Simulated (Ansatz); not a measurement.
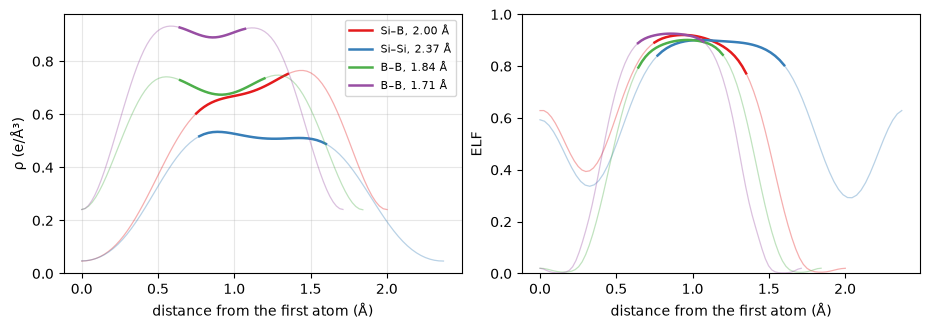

The picture shows: Si3B5. Valence charge density (pseudo) and ELF along straight lines between neighbouring atoms. Thin, pale parts lie inside the atomic spheres.

Space group P-4m2; a generated structure, not necessarily the stable one; computed without spin polarisation.

The calculation used DFT PBE, scalar-relativistic, plane waves, PAW (Ansatz).

In a PAW calculation such maps are meaningful between the atoms, not at the nuclei.

```
CELL_PARAMETERS angstrom
3.18006 0.00000 0.00000
0.00000 3.18006 0.00000
0.00000 0.00000 9.08487
ATOMIC_POSITIONS crystal
Si 0.00000 0.00000 0.00000
Si 0.50000 0.00000 0.19366
Si 0.00000 0.50000 0.80634
B 0.50000 0.50000 0.67254
B 0.50000 0.50000 0.32746
B 0.00000 0.50000 0.39747
B 0.00000 0.00000 0.50000
B 0.50000 0.00000 0.60253
```

> What can be read from the curves?

Si–B (2.00 Å): ρ at the midpoint is about 0.67 e/Å³; the ELF peaks at about 0.90 between the atoms.
Si–Si (2.37 Å): ρ at the midpoint is about 0.51 e/Å³; the ELF peaks at about 0.90 between the atoms.
B–B (1.84 Å): the density is about 0.67 e/Å³ at the midpoint; the ELF peaks at about 0.90 between the atoms.
B–B (1.71 Å): the density is about 0.89 e/Å³ at the midpoint; the ELF peaks at about 0.95 between the atoms.
